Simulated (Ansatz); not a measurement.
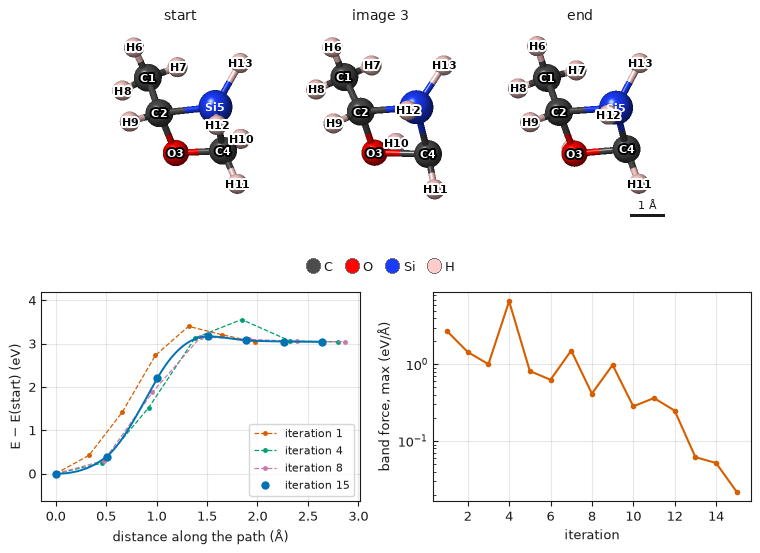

A search for the minimum-energy path of C3H8OSi by the nudged elastic band. Images are numbered from 0 (start) to 6 (end). The plot follows the band through its iterations. A ball-and-stick model, seen from a free direction.

Method: Ansatz 0.2.0, RKS LDA/def2-SVP.

Input file:
```yaml
crystal:
  periodic: [false, false, false]
  atoms:
    - { symbol: C, position_ang: [-1.511997, 0.763752, 0.215213] }
    - { symbol: C, position_ang: [-0.466305, -0.227474, 0.651701] }
    - { symbol: O, position_ang: [-0.321926, -1.299473, -0.2932] }
    - { symbol: C, position_ang: [0.858875, -0.969667, -1.016897] }
    - { symbol: Si, position_ang: [1.35937, 0.254956, 0.350373] }
    - { symbol: H, position_ang: [-1.642758, 1.569274, 0.970057] }
    - { symbol: H, position_ang: [-1.2448, 1.245928, -0.75171] }
    - { symbol: H, position_ang: [-2.491028, 0.253842, 0.077303] }
    - { symbol: H, position_ang: [-0.720697, -0.648808, 1.652848] }
    - { symbol: H, position_ang: [0.643289, -0.509059, -2.014668] }
    - { symbol: H, position_ang: [1.494815, -1.86744, -1.189818] }
    - { symbol: H, position_ang: [2.352008, -0.286501, 1.346841] }
    - { symbol: H, position_ang: [1.711453, 1.685868, 0.016759] }
basis:
  gaussian: { orbitals: def2-SVP }
hamiltonian:
  xc: lda
neb:
  order_check: false
  images: 5
  f_tol: 0.05
  max_iterations: 60
  initial_path: linear
  final_atoms:
    - { symbol: C, position_ang: [-1.40475228, 0.7635679, 0.10045255] }
    - { symbol: C, position_ang: [-0.36726438, -0.2226038, 0.52835968] }
    - { symbol: O, position_ang: [-0.18041949, -1.24404166, -0.54587597] }
    - { symbol: C, position_ang: [1.21459566, -0.74713145, -1.11434353] }
    - { symbol: Si, position_ang: [1.50552217, 0.24341751, 0.39500806] }
    - { symbol: H, position_ang: [-1.50844737, 1.55880192, 0.8693235] }
    - { symbol: H, position_ang: [-1.09168497, 1.26391547, -0.84384229] }
    - { symbol: H, position_ang: [-2.4146838, 0.30684578, -0.0314788] }
    - { symbol: H, position_ang: [-0.66821192, -0.79617624, 1.43087772] }
    - { symbol: H, position_ang: [-0.82641935, -1.05658477, -1.26349557] }
    - { symbol: H, position_ang: [1.75077162, -1.66469118, -1.42853585] }
    - { symbol: H, position_ang: [2.20146645, -0.15583678, 1.69418082] }
    - { symbol: H, position_ang: [1.80982665, 1.71571529, 0.22417168] }
```

Launched with:
```bash
ansatz run input.yaml --threads 2 --pin off --max-ram 3072MiB --backend cpu --events-out ev --progress --plain --runs-dir out
```

### Did the band converge, and can the barrier be trusted?

The run is converged, with reservations. The band converged in 15 iterations. The largest component of the band force went from 2.7 to 0.022 eV/Å. The climbing image converged on the top of the path. Its curvatures weren't checked. The straight starting path can push atoms close together and costs iterations. The first iteration put the highest image at 3.40 eV. Forward barrier 3.17 eV, backward barrier 0.13 eV, with image 3 at the top; the reaction energy is +3.04 eV.

Cost: 79 s on 2 threads of Intel(R) Xeon(R) Platinum 8488C (Sapphire Rapids), on a shared host, peak memory 0.16 GiB.
